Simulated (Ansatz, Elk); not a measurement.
# Mg2CrCu2: X-ray structure factors from the self-consistent density

The structure of Mg2CrCu2 used here is made up (a known structure type with other elements) and was relaxed beforehand with PBEsol. The aim is the Fourier transform of its all-electron density, F(hkl), set beside the sum over free spherical atoms that refinements use.

Program: Elk 11.2.3 (patched build). Level of theory: DFT, PBE, all-electron APW+lo, Dirac cores, scalar-relativistic bands, static density, ferromagnetic start. Results are calculated unless marked as measured.

The structure was built from a prototype and need not be the compound's stable phase.

## 1. Set-up

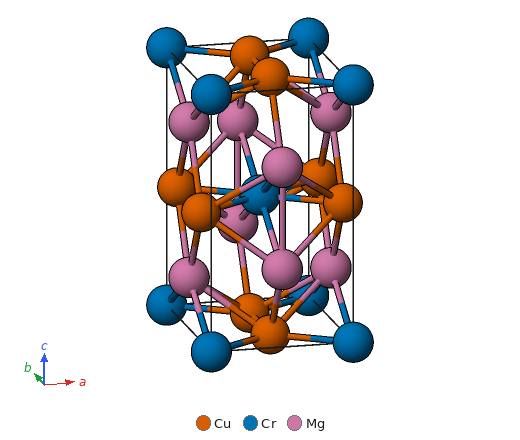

The cell as given, slightly off an axis (copper orange, chromium blue, magnesium pink). This picture shows the conventional cell, with its axes. Some periodic images of atoms are drawn too.

## 2. Ground state and structure factors

An all-electron density is needed, since X-rays see the cores too. Task 0 finds the density and task 195 Fourier-transforms it; tshift is off so that phases refer to the origin typed.

elk.in reads:

```
tasks
  0
  195
  196

xctype
  20

spinpol
  .true.

rgkmax
  7.0

gmaxvr
  14.0

lmaxo
  7

lmaxapw
  8

swidth
  0.002

tshift
  .false.

ramdisk
  .false.

hmaxvr
  5.5

maxscl
  120

epspot
  1e-06

reducebf
  0.8

sppath
  './'

avec
  -3.90769054613 4.84158233786 7.12782622497
  3.90769054613 -4.84158233786 7.12782622497
  3.90769054613 4.84158233786 -7.12782622497

atoms
  3
  'Cu.in'
  2
  0.2693871322 0.5000000000 0.7693871322   0.000000 0.000000 0.000000
  0.7306128678 0.5000000000 0.2306128678   0.000000 0.000000 0.000000
  'Cr.in'
  1
  0.0000000000 0.0000000000 0.0000000000   0.000000 0.000000 -0.155000
  'Mg.in'
  2
  0.6985507383 0.1985507383 0.5000000000   0.000000 0.000000 0.000000
  0.3014492617 0.8014492617 0.5000000000   0.000000 0.000000 0.000000

ngridk
  6 6 6
```

The run is started by

```bash
> OMP_NUM_THREADS=4 elk
```

Numbers of over 12 decimals in the logs are rounded to 6 here.

Log:

```text
┌─────────────────────────┐
│ Elk code version 11.2.3 │
└─────────────────────────┘

All units are atomic (Hartree, Bohr, etc.)

┌─────────────────────────────────────────────────┐
│ Ground-state run starting from atomic densities │
└─────────────────────────────────────────────────┘

Lattice vectors :
  -3.907690546       4.841582338       7.127826225
   3.907690546      -4.841582338       7.127826225
   3.907690546       4.841582338      -7.127826225

Reciprocal lattice vectors :
  0.1471439490E-16  0.6488772542      0.4407504552
  0.8039512383     -0.1236727800E-17  0.4407504552
  0.8039512383      0.6488772542      0.1209977056E-16

Unit cell volume      :    539.4169396
Brillouin zone volume :   0.4598487649

Muffin-tin inner radius fraction :   0.1000000000E-01

Nuclei treated as point charges

Species : 1 (Cu)
 parameters loaded from : Cu.in
 name : copper
 nuclear charge    :   -29.00000000
 electronic charge :    29.00000000
 atomic mass :    115837.2717
 muffin-tin radius :    2.208062375
 number of radial points in muffin-tin :    993
 inner part over the whole radius :   0.9980643410E-02
 number on inner part of muffin-tin    :    700
 approximate nuclear radius :   0.7406004541E-04
 number of mesh points to nuclear radius :    338
 atomic positions (lattice), magnetic fields (Cartesian) :
  1 :   0.26938713  0.50000000 -0.23061287    0.00000000  0.00000000  0.00000000
  2 :  -0.26938713  0.50000000  0.23061287    0.00000000  0.00000000  0.00000000

Species : 2 (Cr)
 parameters loaded from : Cr.in
 name : chromium
 nuclear charge    :   -24.00000000
 electronic charge :    24.00000000
 atomic mass :    94783.09202
 muffin-tin radius :    2.400000000
 number of radial points in muffin-tin :    993
 inner part over the whole radius :   0.9857795597E-02
 number on inner part of muffin-tin    :    699
 approximate nuclear radius :   0.6987106690E-04
 number of mesh points to nuclear radius :    328
 atomic positions (lattice), magnetic fields (Cartesian) :
  1 :   0.00000000  0.00000000  0.00000000    0.00000000  0.00000000 -0.15500000

Species : 3 (Mg)
 parameters loaded from : Mg.in
 name : magnesium
 nuclear charge    :   -12.00000000
 electronic charge :    12.00000000
 atomic mass :    44305.30466
 muffin-tin radius :    2.200000000
 number of radial points in muffin-tin :    793
 inner part over the whole radius :   0.9941530515E-02
 number on inner part of muffin-tin    :    552
 approximate nuclear radius :   0.5710277704E-04
 number of mesh points to nuclear radius :    241
 atomic positions (lattice), magnetic fields (Cartesian) :
  1 :  -0.30144926  0.19855074  0.50000000    0.00000000  0.00000000  0.00000000
  2 :   0.30144926 -0.19855074  0.50000000    0.00000000  0.00000000  0.00000000

Total number of atoms per unit cell :    5
Total muffin-tin volume :    237.2991139
 ratio of muffin-tin to unit cell volume :   0.4399178010

Spin treatment :
 spin-polarised
 global magnetic field (Cartesian) :    0.000000000       0.000000000       0.000000000
 collinear magnetisation in z-direction

Number of Bravais lattice symmetries :    8
Number of crystal symmetries         :    8
Crystal has inversion symmetry
Real symmetric eigensolver will be used

k-point grid :      6     6     6
k-point offset :    0.000000000       0.000000000       0.000000000
k-point set is reduced with full crystal symmetry group
Total number of k-points :       46

Muffin-tin radius times maximum |G+k| :    7.000000000
 using average radius
Maximum |G+k| for APW functions       :    3.120507375
Maximum (1/2)|G+k|²                   :    4.868783138
Maximum |G| for potential and density :    14.00000000
Constant for pseudocharge density :    8
 order of it for each species :   15  15  15
 order of it for pair densities of each species (exact exchange by exxq0 0: 16) :    9  11   9
Radial integration step length :    1

G-vector grid sizes :     45    45    45
Number of G-vectors :    24999

Maximum angular momentum used for
[...]
RMS change in Kohn-Sham potential (target) :    2.467030995     (  0.1000000000E-05)
Absolute change in total energy (target)   :    2.385904371     (  0.1000000000E-03)

[... loops 3 to 19 left out ...]

┌──────────────────┐
│ Loop number : 20 │
└──────────────────┘

Energies :
 Fermi                       :     0.202035
 sum of occupied eigenvalues :     -2722.3318873193
 electron kinetic            :      4831.0185450465
 core electron kinetic       :      4230.3410347507
 Coulomb                     :     -9375.5228198816
 Coulomb potential           :     -7271.6914170121
 nuclear-nuclear             :     -701.15313912397
 electron-nuclear            :     -10097.599065270
 Hartree                     :      1423.2293845120
 Madelung                    :     -5739.6771113756
 xc potential                :     -281.44729088365
 xc effective B-field        :    -0.211697
 external B-field            :      0.000000
 exchange                    :     -212.31216704748
 correlation                 :     -4.753787
 electron entropic           :    -0.10511756441521E-02
 total energy                :     -4761.5712797491
 (external B-field energy excluded from total)

Density of states at Fermi energy :    81.92536627
 (states/Hartree/unit cell)

Estimated indirect band gap :   0.2436982000E-03
 from k-point 27 to k-point 18
Estimated direct band gap   :   0.2727109221E-02
 at k-point 17

Charges :
 core                        :    38.00000000
 valence                     :    68.00000000
 interstitial                :    6.543092192
 muffin-tins (core leakage)
  species : 1 (Cu)
[...]
species : 2 (Cr)
[...]
species : 3 (Mg)
[...]
total in muffin-tins        :    99.45690781
 total calculated charge     :    105.9989818
 total charge                :    106.0000000
 error                       :   0.1018157940E-02

Moments :
 interstitial                :   0.3156930083
 muffin-tins
  species : 1 (Cu)
[...]
species : 2 (Cr)
[...]
species : 3 (Mg)
[...]
total in muffin-tins        :    3.494895682
 total moment                :    3.810588691

RMS change in Kohn-Sham potential (target) :   0.4624501661E-06 (  0.1000000000E-05)
Absolute change in total energy (target)   :   0.5175912611E-04 (  0.1000000000E-03)

Convergence targets achieved

┌──────────────────┐
│ Loop number : 21 │
└──────────────────┘

Energies :
 Fermi                       :     0.202036
 sum of occupied eigenvalues :     -2722.3318785938
 electron kinetic            :      4831.0185371656
 core electron kinetic       :      4230.3410369624
 Coulomb                     :     -9375.5228030989
 Coulomb potential           :     -7271.6914362560
 nuclear-nuclear             :     -701.15313912397
 electron-nuclear            :     -10097.599012512
 Hartree                     :      1423.2293485375
 Madelung                    :     -5739.6770849709
 xc potential                :     -281.44725549329
 xc effective B-field        :    -0.211696
 external B-field            :      0.000000
 exchange                    :     -212.31216476556
 correlation                 :     -4.753787
 electron entropic           :    -0.10511700893765E-02
 total energy                :     -4761.5712685315
 (external B-field energy excluded from total)

Density of states at Fermi energy :    81.92473264
 (states/Hartree/unit cell)

Estimated indirect band gap :   0.2434352337E-03
 from k-point 27 to k-point 18
Estimated direct band gap   :   0.2727375496E-02
 at k-point 17

Charges :
 core                        :    38.00000000
 valence                     :    68.00000000
 interstitial                :    6.543093187
 muffin-tins (core leakage)
  species : 1 (Cu)
[...]
species : 2 (Cr)
   atom 1                    :    22.67290995     ( -0.2234882981E-06)
  species : 3 (Mg)
   atom 1                    :    10.52613786     ( -0.9828259007E-07)
   atom 2                    :    10.52613786     ( -0.9828259007E-07)
 total in muffin-tins        :    99.45690681
 total calculated charge     :    105.9989818
 total charge                :    106.0000000
 error                       :   0.1018158172E-02

Moments :
 interstitial                :   0.3157059741
 muffin-tins
  species : 1 (Cu)
[...]
species : 2 (Cr)
   atom 1                    :    3.370643113
  species : 3 (Mg)
   atom 1                    :  -0.1702862634E-01
   atom 2                    :  -0.1702862634E-01
 total in muffin-tins        :    3.494891194
 total moment                :    3.810597168

┌──────────────────────────────┐
│ Self-consistent loop stopped │
└──────────────────────────────┘

Warning : core states of species 1 leak from the muffin-tin :   0.4558730288E-03

Wrote STATE.OUT
```

Run time: 6.4 min. Hardware: 4 threads of Intel Xeon at 2.60GHz (Ice Lake), shared host; peak memory 0.45 GiB.

SFACRHO.OUT:

```text

h k l indices transformed by vhmat matrix:
   1.000000000       0.000000000       0.000000000    
   0.000000000       1.000000000       0.000000000    
   0.000000000       0.000000000       1.000000000    

      h      k      l  multipl.   |H|            Re(F)            Im(F)           |F|

      0      0      0      1   0.0000000       106.00000      0.85208551E-16   106.00000    
      0     -1      1      4  0.78441230       8.2398807      -0.0000000       8.2398807    
      1      1     -1      2  0.88150091       56.690652     -0.84216531E-14   56.690652    
      0     -1      0      4  0.91684162      -24.873674     -0.37429569E-14   24.873674    
      0      0      1      4   1.0331405       6.8370237      0.63372494E-14   6.8370237    
     -1      1     -1      2   1.2977545      -9.7981376      0.17574050E-13   9.7981376    
      1      1     -2      8   1.3580954       37.145285      0.10293132E-13   37.145285    
     -2     -1      1      4   1.4728850       25.650183     -0.28072177E-14   25.650183    
     -1     -2      1      4   1.5474774      -40.575424     -0.10293132E-13   40.575424    
      2      0      0      4   1.5688246      -38.707515     -0.12164610E-13   38.707515    
      0      1     -2      8   1.5889510       63.994578     -0.18714785E-13   63.994578    
     -1      1      1      2   1.6079025       76.050543     -0.15018418E-13   76.050543    
     -2     -2      2      2   1.7630018       61.748809      0.74859138E-14   61.748809    
      1     -2      0      8   1.7890369       5.7571138     -0.56144354E-14   5.7571138    
      2      0     -2      4   1.8336832       44.000666     -0.16843306E-13   44.000666    
      2     -1      1      4   1.9959049       24.081237      0.18714785E-14   24.081237    
      3      0     -1      8   2.0196171       40.350099     -0.79537834E-14   40.350099    
     -2     -2      1      8   2.0434174       15.366221      0.93573923E-15   15.366221
```

Elk indexes on the primitive cell of elk.in and gives |H| = 4π sin θ/λ in inverse bohr. Below, one row stands for each form hkl of the conventional cell (m members, Friedel mates merged), F is for one primitive cell and the density is static (no thermal factor). Free-atom factors are Waasmaier and Kirfel's, and R is Σm||F|−|F'||/Σm|F|.

| hkl | m | sin θ/λ (Å⁻¹) | abs F, DFT | neutral atoms | diff. |
| --- | --- | --- | --- | --- | --- |
| 011 | 4 | 0.118 | 8.240 | 8.304 | -0.064 |
| 002 | 2 | 0.133 | 56.691 | 56.937 | -0.246 |
| 101 | 4 | 0.138 | 24.874 | 24.967 | -0.093 |
| 110 | 4 | 0.155 | 6.837 | 7.124 | -0.287 |
| 020 | 2 | 0.195 | 9.798 | 9.991 | -0.193 |
| 112 | 8 | 0.204 | 37.145 | 37.655 | -0.509 |
| 013 | 4 | 0.222 | 25.650 | 25.928 | -0.277 |
| 103 | 4 | 0.233 | 40.575 | 41.216 | -0.641 |
| 022 | 4 | 0.236 | 38.708 | 39.268 | -0.561 |
| 121 | 8 | 0.239 | 63.995 | 65.055 | -1.060 |
| 200 | 2 | 0.242 | 76.050 | 77.196 | -1.146 |
| 004 | 2 | 0.265 | 61.749 | 62.670 | -0.921 |
| 211 | 8 | 0.269 | 5.757 | 5.856 | -0.099 |
| 202 | 4 | 0.276 | 44.001 | 44.854 | -0.853 |

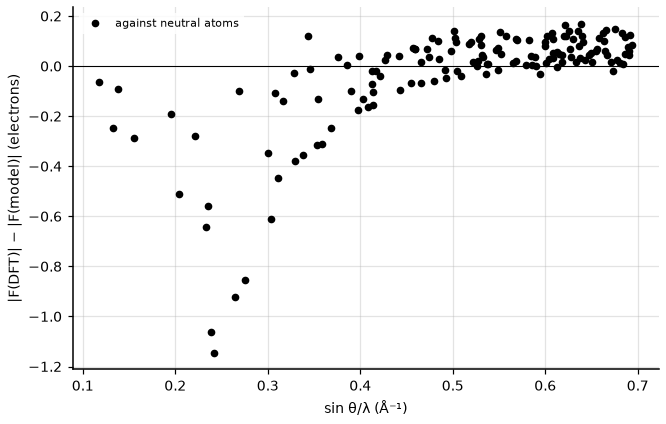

Difference between the calculated structure factors and the independent-atom ones.

## 3. The magnetisation density

The same run holds the spin density, and task 196 transforms it. The order is that of the start, and no other was tried.

SFACMAG_1.OUT:

```text

h k l indices transformed by vhmat matrix:
   1.000000000       0.000000000       0.000000000    
   0.000000000       1.000000000       0.000000000    
   0.000000000       0.000000000       1.000000000    

      h      k      l  multipl.   |H|            Re(F)            Im(F)           |F|

      0      0      0      1   0.0000000       3.8105973     -0.15021327E-16   3.8105973    
      0     -1      1      4  0.78441230       2.9565769      0.36552314E-17   2.9565769    
      1      1     -1      2  0.88150091       2.9076780     -0.12564858E-16   2.9076780    
      0     -1      0      4  0.91684162       2.7381932     -0.11879502E-16   2.7381932    
      0      0      1      4   1.0331405       2.6690651      0.61497521E-16   2.6690651    
     -1      1     -1      2   1.2977545       1.8969712      0.30109867E-16   1.8969712    
      1      1     -2      8   1.3580954       1.9784760     -0.47974912E-17   1.9784760    
     -2     -1      1      4   1.4728850       1.6443728     -0.45918844E-16   1.6443728    
     -1     -2      1      4   1.5474774       1.4254393     -0.34724698E-16   1.4254393    
      2      0      0      4   1.5688246       1.4317522     -0.33582438E-16   1.4317522    
      0      1     -2      8   1.5889510       1.7484286     -0.64195001E-16   1.7484286    
     -1      1      1      2   1.6079025       1.8228804     -0.26594507E-16   1.8228804    
     -2     -2      2      2   1.7630018       1.4307286      0.39122398E-16   1.4307286    
      1     -2      0      8   1.7890369       1.3837505     -0.13478666E-16   1.3837505    
      2      0     -2      4   1.8336832       1.4865810     -0.12564858E-16   1.4865810    
      2     -1      1      4   1.9959049       1.2181697      0.91380784E-18   1.2181697
```

The total moment is 3.81 μB a cell; sphere moments: Cu1 +0.08, Cu2 +0.08, Cr3 +3.37, Mg4 -0.02, Mg5 -0.02 μB. Polarised neutrons measure spin and orbital magnetisation together; without spin-orbit coupling the run gives the spin part:

| hkl | sin θ/λ (Å⁻¹) | abs F_M (μB) |
| --- | --- | --- |
| 011 | 0.118 | 2.957 |
| 002 | 0.133 | 2.908 |
| 101 | 0.138 | 2.738 |
| 110 | 0.155 | 2.669 |
| 020 | 0.195 | 1.897 |
| 112 | 0.204 | 1.978 |
| 013 | 0.222 | 1.644 |
| 103 | 0.233 | 1.425 |
| 022 | 0.236 | 1.432 |
| 121 | 0.239 | 1.748 |
| 200 | 0.242 | 1.823 |
| 004 | 0.265 | 1.431 |
| 211 | 0.269 | 1.384 |
| 202 | 0.276 | 1.487 |

(Continued in part 2 of 2.)

[Logs are printed without paths, hosts, clocks, repeated set-up lines and the standing remarks that a program may print on its own settings, such as how far it seeks lower states.]

[Hosts, paths, dates, database ids (printed as entryN), source tags and the programs' standing remarks are cut or masked in the printed files.]
